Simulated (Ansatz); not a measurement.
# CsZnH3 (model cell, started as cubic perovskite with Zn in the octahedra): from the cell to its phonons

The cell of CsZnH3 (model cell, started as cubic perovskite with Zn in the octahedra) is at rest. What are its phonons? After the zone centre comes a 2×2×2 q mesh on a 12×12×12 k mesh.

Calculated with Ansatz 0.2.0; DFT r2SCAN, scalar-relativistic, plane waves, PAW; PAW set soft_1.

The structure was built from a prototype and need not be the compound's stable phase.

## (1) The starting structure

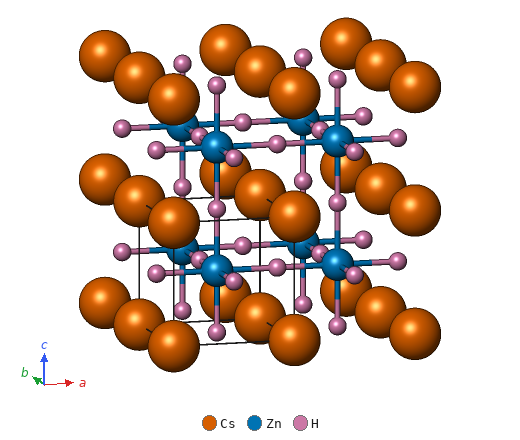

Start, viewed slightly off an axis; caesium orange, zinc blue, hydrogen pink. 2×2×2 cells are drawn. Some periodic images of atoms are drawn too.

## (2) Modes at Γ

The cell comes from relaxations at this level that are not shown. The zone centre comes first: it holds the modes that light can see, as far as symmetry allows. No field response is asked, since the mesh shows no gap.

Input file input.yaml:

```yaml
crystal:
  lattice:
    - [4.0907575584, 0.0, 0.0]
    - [0.0, 4.0907575584, 0.0]
    - [0.0, 0.0, 4.0907575584]
  atoms:
    - { symbol: Cs, position: [0.0, 0.0, 0.0] }
    - { symbol: Zn, position: [0.5, 0.5, 0.5] }
    - { symbol: H, position: [0.5, 0.5, 0.0] }
    - { symbol: H, position: [0.5, 0.0, 0.5] }
    - { symbol: H, position: [0.0, 0.5, 0.5] }
kpoints:
  mp_grid: { grid: [12, 12, 12] }
hamiltonian:
  xc: r2scan
  pseudopotentials: { kind: paw, azcp: { folder: soft_1 } }
scf:
  occupations: { method: methfessel_paxton, width: 0.2 }
output:
  eigenvalues: true
phonons:
  method: dfpt
```

The run is started by

```console
ansatz run input.yaml --threads 4 --pin off --max-ram 16384MiB --backend cpu --events-out ev --progress --plain --runs-dir out
```

Numbers of over 12 decimals in the logs are rounded to 6 here.

What it wrote:

```text
Engine: ansatz 0.2.0, aarch64-unknown-linux-gnu
Pseudopotentials: kind: paw
Pseudopotential: Cs, paw, valence charge 9, recommended cutoff 500 eV (meta_gga), soft_1/Cs.paw.azcp
Pseudopotential: Zn, paw, valence charge 12, recommended cutoff 500 eV (meta_gga), soft_1/Zn.paw.azcp
Pseudopotential: H, paw, valence charge 1, recommended cutoff 500 eV (meta_gga), soft_1/H.paw.azcp
Functional definition: r2SCAN
  parameter k0 = 0.174
  parameter k1 = 0.065
  parameter a1 = 4.9479
  exchange = r2scan_x(k0 = k0, k1 = k1, a1 = a1)
  correlation = r2scan_c
Crystal: 5 atoms, lattice volume = 68.456 Å³
Basis set: ecut = 500 eV, 1743 PW (Γ), exchange–correlation on 180×180×180 points (216 copies of the dense FFT grid, shifted against one another)
Bands: 17, of which v1, the nominal top of the filled ones, is band 12 counted from 1 (11 counted from 0)
Symmetry: 48 space group operations
k-points: 518 of 1728 (irreducible under 2 space group operations, time reversal used)
Non-local potential: Cs, projectors of the file, l = 0: 3, l = 1: 2, l = 2: 2, l = 3: 2
Non-local potential: Zn, projectors of the file, l = 0: 2, l = 1: 2, l = 2: 3, l = 3: 1
Non-local potential: H, projectors of the file, l = 0: 2, l = 1: 1
PAW form: soft (Blöchl's): semilocal exchange-correlation on the pseudo side does not see the compensation charge
PAW frozen core: Cs, regenerated for the run's functional (the file was generated under x = pbe(κ = 0.804, μ = 0.219515), c = pbe(β = 0.066725))
PAW frozen core: Zn, regenerated for the run's functional (the file was generated under x = pbe(κ = 0.804, μ = 0.219515), c = pbe(β = 0.066725))
PAW one-centre angular grid: Cs, 302 points (default); XC on 160 Gauss nodes
PAW one-centre angular grid: Zn, 590 points (default); XC on 160 Gauss nodes
PAW one-centre angular grid: H, 302 points (default); XC on 160 Gauss nodes
Initial density: superposition of atomic densities (chi_scale 0.1, normalization cell, long waves kept (reshape's long-wave potential 0.00 eV rms))
Initial wavefunctions: pseudopotential atomic-orbital guess
Functional: x = r2scan, c = r2scan; τ floored in thin density (d = 2e-4 eV/Å³)
SCF iter   1: F=—  HF=-9061.077616 eV  |F-HF|=—  |Δ(HF+E_count)|=         —  Δρ=9.85e-2  dr2=6.15e0  dr2_τ=1.70e-2  ethr=3.10e-3  ⟨swp⟩=5.1  Hψ=49818  notcnv=0
preconditioner: auto → Kerker (q_TF=auto, 2.291 Å⁻¹)  [metal: Δε(μ)=0.068 eV  Ē_g=11.451 eV  σ=0.200 eV  W_gap=0.28  n_scr=18 (ndim 8)  ℏωp=22.0 eV  f_vac=0.001  D(μ)=0.42/eV (n_scr^D=0)]
SCF iter   2: F=—  HF=-9059.848760 eV  |F-HF|=—  |Δ(HF+E_count)|=    1.23e0  S|Δr|=    0.00e0  Δρ=4.14e-2  dr2=9.12e-1  dr2_τ=1.07e-2  ethr=3.10e-3  ⟨swp⟩=4.2  Hψ=23702  notcnv=0  defer=478
SCF iter   3: F=—  HF=-9059.550942 eV  |F-HF|=—  |Δ(HF+E_count)|=   2.98e-1  S|Δr|=    0.00e0  Δρ=1.95e-2  dr2=4.09e-1  dr2_τ=2.28e-3  ethr=3.10e-3  ⟨swp⟩=2.0  Hψ=19179  notcnv=0  defer=491
SCF iter   4: F=—  HF=-9059.520907 eV  |F-HF|=—  |Δ(HF+E_count)|=   3.00e-2  S|Δr|=    0.00e0  Δρ=1.02e-2  dr2=3.54e-2  dr2_τ=3.80e-4  ethr=1.71e-3  ⟨swp⟩=2.0  Hψ=18655  notcnv=0  defer=487
SCF iter   5: F=—  HF=-9059.537878 eV  |F-HF|=—  |Δ(HF+E_count)|=   1.70e-2  S|Δr|=    0.00e0  Δρ=3.37e-3  dr2=4.53e-3  dr2_τ=2.98e-5  ethr=1.47e-4  ⟨swp⟩=2.0  Hψ=17551  notcnv=0  defer=481
SCF iter   6: F=—  HF=-9059.537331 eV  |F-HF|=—  |Δ(HF+E_count)|=   5.47e-4  S|Δr|=    0.00e0  Δρ=9.33e-4  dr2=4.82e-4  dr2_τ=4.04e-6  ethr=1.89e-5  ⟨swp⟩=2.2  Hψ=12970  notcnv=0  defer=481
SCF iter   7: F=—  HF=-9059.537356 eV  |F-HF|=—  |Δ(HF+E_count)|=   2.46e-5  S|Δr|=    0.00e0  Δρ=5.85e-4  dr2=1.57e-4  dr2_τ=2.38e-7  ethr=2.01e-6  ⟨swp⟩=2.0  Hψ=13324  notcnv=0  defer=481
SCF iter   8: F=—  HF=-9059.537304 eV  |F-HF|=—  |Δ(HF+E_count)|=   5.13e-5  S|Δr|=    0.00e0  Δρ=4.41e-5  dr2=1.70e-6  dr2_τ=2.76e-8  ethr=6.56e-7  ⟨swp⟩=2.0  Hψ=12136  notcnv=0  defer=481
SCF iter   9: F=—  HF=-9059.537305 eV  |F-HF|=—  |Δ(HF+E_count)|=   9.14e-7  S|Δr|=    0.00e0  Δρ=6.56e-6  dr2=2.23e-8  dr2_τ=1.61e-9  ethr=7.10e-9  ⟨swp⟩=2.1  Hψ=13903  notcnv=0  defer=481
SCF iter  10: F=—  HF=-9059.537305 eV  |F-HF|=—  |Δ(HF+E_count)|=   2.37e-8  S|Δr|=    0.00e0  Δρ=1.38e-6  dr2=6.99e-10  dr2_τ=1.99e-11  ethr=9.30e-11  ⟨swp⟩=2.0  Hψ=14030  notcnv=0  defer=481
SCF iter  11: F=—  HF=-9059.537305 eV  |F-HF|=—  |Δ(HF+E_count)|=  6.13e-10  S|Δr|=    0.00e0  Δρ=4.33e-7  dr2=7.19e-11  dr2_τ=9.84e-13  ethr=2.91e-12  ⟨swp⟩=2.0  Hψ=14026  notcnv=0  defer=481
SCF iter  12: F=-9059.537305 eV  HF=-9059.537305 eV  |F-HF|=5.46e-12  |Δ(HF+E_count)|=  7.28e-12  S|Δr|=    0.00e0  Δρ=6.40e-8  dr2=2.02e-12  dr2_τ=4.06e-14  ethr=1.00e-12  ⟨swp⟩=10.9  Hψ=50399  notcnv=0
the search or the solves at the SCF's close may have found levels that the self-consistency loop had missed (the run counts none). By its estimate they hold under 1e-12 electrons; where the run keeps them, the occupations were computed again with them
SCF 1 converged in 12 iterations: F = -9059.537305 eV  dr2 = 2.02e-12
  greatest PAW one-centre occupation: 0.983 electrons in one spin orbital (limit 2), on the Zn atom at site 1 (counted from 0), in its partial waves of l = 2
DFPT response loops at Γ: preconditioner auto → Kerker (q_TF=auto, 2.291 Å⁻¹) (partly filled bands, converged f_vac=0.001); β = 1.00, the filter's whole step (`scf.mixing.beta` (0.50) is not read by the response loops under this deck's `scf.mixing.preconditioner`; to damp them name `kerker` or `kerker_dos`, under which they read `scf.mixing.beta`, and type it under 1.00, their step now; both keys bind the ground state too); Broyden in place of MSR1
SCF converged after 12 iterations
Stability not checked: this state was not tested for a lower state beside it, because cold or Methfessel-Paxton smearing, or corrected tetrahedra, fill the levels in a way that the test cannot read (fill_not_monotonic; see scf.lower_state_search)
Free energy (F): -9059.537305 eV
Harris-Foulkes:  -9059.537305 eV  (|F-HF|=5.46e-12)
Internal energy: -9059.538318 eV  (E = F + TS)
E sigma→0 (E₀):  -9059.537559 eV
Entropy (-TS):   0.001013 eV (0.203 meV/atom)
Fermi energy:    5.635038 eV
Step filling:    the computed levels leave a gap of 0.0286 eV = 0.1 smearing widths at the electron count; against every level under it full and every level over it empty, smearing changes F+E_penalty+E_count by +0.046 meV and its σ→0 estimate by -0.208 meV
--- Per-component energies (eV) ---
  E_band       = -30.567923
  E_kinetic    = 329.347261
  E_local      = -2366.220116  (includes V_loc(G=0)·N_el)
  E_nonlocal   = 850.560250
  E_hartree    = 913.365496
  E_xc         = -265.239778
  E_vxc        = -238.526380  (∫ρ·V_xc dr)
  E_paw        = -7004.114201  (= ΣΔE_a)
  E_vpaw       = -443.017308  (= ΣTr[D̂ρ^β])
  E_aug_tail   = -0.000121  (compensation charges beyond the density's cutoff)
  E_vtau       = 10.557566  (kinetic-family band-sum trace: ∫τ·v_τ [+ j·A + Jᵃ·Aᵃ] dr)
  E_ewald      = -1517.104372
  E_core_change = -0.132737  (= ΣΔE_core)
  E_smearing   = 0.001013  (= −TS)
  E_closure    = 0.000000  (closes the sum)
  Σ components = -9059.537305   (vs F -9059.537305, Δ=0.00e0)
--- Band table (eV; the first three rows and the last of 518) ---
  k-point 0: bands = [... 8 lower, -0.5492, -0.5492, 5.3135, 5.3135, 11.1014, 11.1014, 11.1014, 13.2496, ... 1 higher]
  k-point 1: bands = [... 8 lower, -0.5426, -0.3837, 5.2256, 5.3430, 10.9950, 10.9950, 11.0002, 12.9608, ... 1 higher]
  k-point 2: bands = [... 8 lower, -0.5241, 0.1007, 4.9369, 5.4275, 10.7154, 10.7154, 10.9505, 12.3208, ... 1 higher]
  k-point 517: bands = [... 8 lower, -0.4297, 2.4311, 2.4311, 2.4311, 4.7651, 14.9545, 14.9545, 14.9545, ... 1 higher]
--- Phonons (Γ-DFPT): 4 representative perturbations + reference, on 518 of 1728 k-points (Σ response iterations 26) ---
  k mesh reduced under 2 symmetry operations, with k and −k counted as one. Each operation leaves every solved perturbation unchanged. A smaller set is not considered because the functional reads the kinetic-energy density
  ASR residual: 6.939e-5 → 0.000e0 eV/Å²; symmetrization residual: 8.035e-7 eV/Å²
  ASR residual per site (eV/Å²): 9.87e-6 6.94e-5 2.21e-5 2.21e-5 2.21e-5
  Γ frequencies (cm⁻¹): -374.49 -374.49 -374.49 0.00 0.00 0.00 224.26 224.26 224.26 836.28 836.28 836.28 912.00 912.00 912.00
  non-analytic LO–TO correction: not included (Born effective charges unavailable; polar crystals: no LO–TO splitting at Γ)
```

Wall time 4.1 min (4 threads of Arm Neoverse V1, shared host); peak memory 4 GiB.

This step gave:

```
volume per atom                                         : 13.69 Å³
gap on the k-mesh                                       : 0 eV
sum-rule residual before enforcement                    : 6.94e-5 eV/Å²
point group                                             : m-3m
highest optical mode at the zone centre (no LO-TO term) : 912 cm⁻¹
lowest optical zone-centre mode                         : -374.5 cm⁻¹
```

Patterns of degenerate modes are one choice out of their space. Modes at Γ, with each element's share of the kinetic energy (negative means imaginary):

| mode | frequency (cm⁻¹) | symmetry | Cs % | Zn % | H % |
| --- | --- | --- | --- | --- | --- |
| 1 | -374.5 | T1u | 4 | 21 | 75 |
| 2 | -374.5 | T1u | 4 | 21 | 75 |
| 3 | -374.5 | T1u | 4 | 21 | 75 |
| 4 | 0.0 | acoustic | 66 | 32 | 2 |
| 5 | 0.0 | acoustic | 66 | 32 | 2 |
| 6 | 0.0 | acoustic | 66 | 32 | 2 |
| 7 | 224.3 | T1u | 30 | 47 | 24 |
| 8 | 224.3 | T1u | 30 | 47 | 24 |
| 9 | 224.3 | T1u | 30 | 47 | 24 |
| 10 | 836.3 | T2u | 0 | 0 | 100 |
| 11 | 836.3 | T2u | 0 | 0 | 100 |
| 12 | 836.3 | T2u | 0 | 0 | 100 |
| 13 | 912.0 | T1u | 0 | 0 | 99 |
| 14 | 912.0 | T1u | 0 | 0 | 99 |
| 15 | 912.0 | T1u | 0 | 0 | 99 |

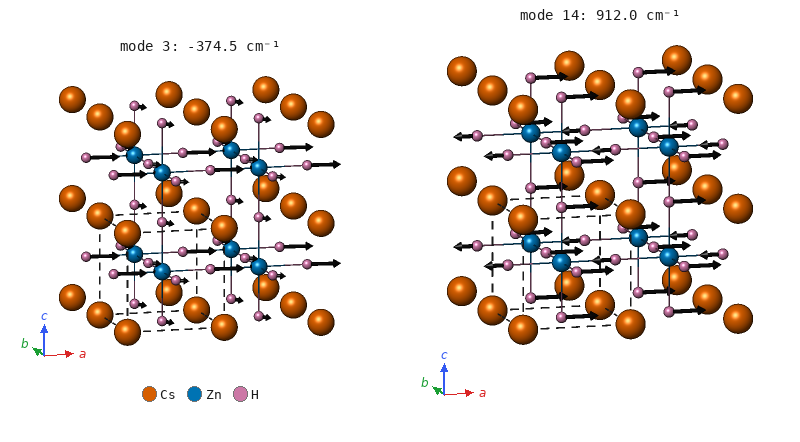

Displacement patterns of modes 3 and 14 at Γ; arrows are exaggerated. 2×2×2 cells are drawn. Some periodic images of atoms are drawn too.

Before it was imposed, the acoustic sum rule was missed by 6.9e-5 eV/Å². Small misses are needed for a sound result but don't prove that mesh and cutoff are converged. The lowest optical mode is imaginary, 374.5i cm⁻¹, so the energy falls along it.

(Continued in part 2 of 2.)

[Logs are printed without paths, hosts, clocks, repeated set-up lines and the standing remarks that a program may print on its own settings, such as how far it seeks lower states.]

[Hosts, paths, dates, database ids (printed as entryN), source tags and the programs' standing remarks are cut or masked in the printed files.]
